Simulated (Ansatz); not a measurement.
# Amorphous Zr$_{20}$O$_{43}$Sc$_{2}$

Preparation: random packing, a CHGNet melt and quench, and a DFT relaxation. O atoms were pushed apart under 1.9 Å during the dynamics, to hinder bonds among them. The hot cell started wider than the set density and was brought back towards it in steps. It is the lowest in DFT energy of 2 quenches. It is a model cell: composition and starting density were chosen by hand, and all elements were melted together. No dispersion term was used. Cycles of charging and discharging annealed it further.

Methods: PBE, scalar-relativistic without spin-orbit coupling (Ansatz, a program for electronic structure); r2SCAN, scalar-relativistic without spin-orbit coupling (Ansatz); HSE06, scalar-relativistic without spin-orbit coupling (Ansatz). Geometry, pressure, stress and energy are those of the PBE run. Its sampling: a 2×2×2 Γ-centred mesh; Fermi-Dirac width 0.02 eV; no spin polarisation. Other functionals are single points at the zone centre (r2SCAN at 500 eV; exact exchange cut at the cell's faces), free to take moments where seeds were set. At PBE the levels at the filled edge of the gap are localised (band-tail or defect states).

```json
{
  "number_of_atoms_in_the_cell": "65",
  "Density (held, not predicted)": "5.17 g/cm³",
  "volume_per_atom": "12.86 Å³",
  "Pressure on a 2×2×2 Γ-centred mesh": "-0.86 GPa",
  "Largest force and stress component on that mesh (the relaxation ran on the zone centre alone)": "0.10 eV/Å and 3.1 GPa",
  "Level gap on a 2×2×2 Γ-centred mesh (PBE)": "3.50 eV",
  "Level gap at the zone centre (PBE)": "3.63 eV",
  "Level gap at the zone centre (r2SCAN)": "4.09 eV",
  "Level gap at the zone centre (HSE06)": "5.17 eV"
}
```

Cut-offs for bonds: Zr-Zr 3.41 Å, Zr-O 2.60 Å, Zr-Sc 3.41 Å, O-O 1.58 Å, O-Sc 2.60 Å, Sc-Sc 3.41 Å. Two cations that share two anions don't count as bonded, nor two that share one unless they lie closer than Zr-Zr 3.32 Å, Zr-Sc 3.32 Å, Sc-Sc 3.32 Å.

The mean coordination of Zr by anions is 6.25 (1 with 5, 13 with 6, 6 with 7) and the mean coordination of O is 3.16 (1 with 2, 34 with 3, 8 with 4). The mean coordination of Sc by anions comes out as 5.50 (1 with 5, 1 with 6) and the mean Zr-O bond is 2.154 Å (spread 0.107 Å, 125 counted). The mean O-Sc bond comes out as 2.142 Å (spread 0.077 Å, 11 counted).

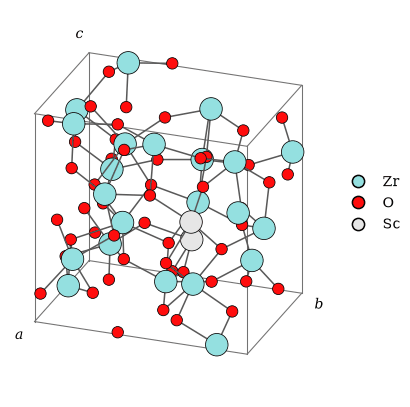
The relaxed cell

Its density started from a set value of 5.17 g/cm³. The simulated quench (nominally 450 K/ps over its main leg) is rapid and tends to freeze in more defects than a deposited or slowly cooled glass has. Values belong to this one cell and scatter from quench to quench. The volume was held where the preparation left it and the shape relaxed, at a PBE pressure of -0.9 GPa (tension). Stress components on the final sampling reach 3.1 GPa. Cycles of charging lowered its energy after that relaxation.
